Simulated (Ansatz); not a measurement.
```
atom   x (Å)   y (Å)    z (Å)
   C  0.0000  0.0000  -0.1663
   O  0.0000  0.0000  -1.3267
   P  0.0000  0.0000   1.4930
```

Geometry: B3LYP-D4/def2-TZVP.

Level of theory: Ansatz, isolated molecule in a Gaussian basis; Kohn-Sham density functional theory, functional PBE0.

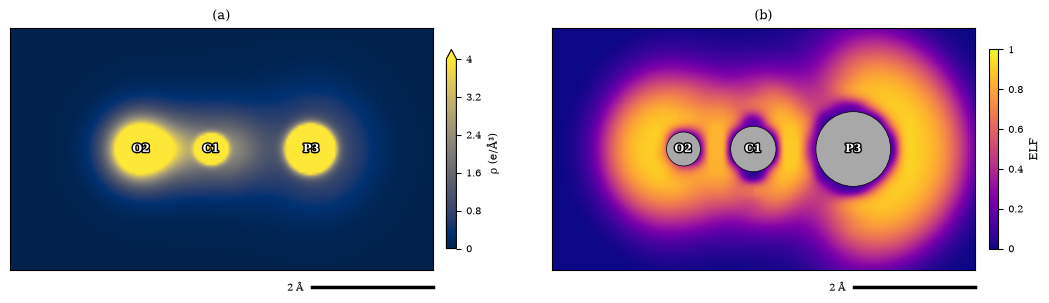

COP (SMILES O=C=[P]) (doublet). (a) total electron density; (b) electron localisation function on a plane that holds the molecular axis. Grey discs cover the atomic cores in the ELF map.

Q: What do the fields say about this system?

A:
- The plane passes through C, O and P nuclei.
- C–O (1.16 Å): the density is about 3.8 e/Å³ at the midpoint; the ELF peaks at about 0.85 between the atoms (a multiple bond).
- C–P (1.66 Å): ρ is about 1.3 e/Å³ halfway; the ELF peaks at about 0.90 between the atoms: a covalent bond.
- The ELF also peaks beside P3 and O2, away from the bonds: non-bonding electrons, paired or unpaired.
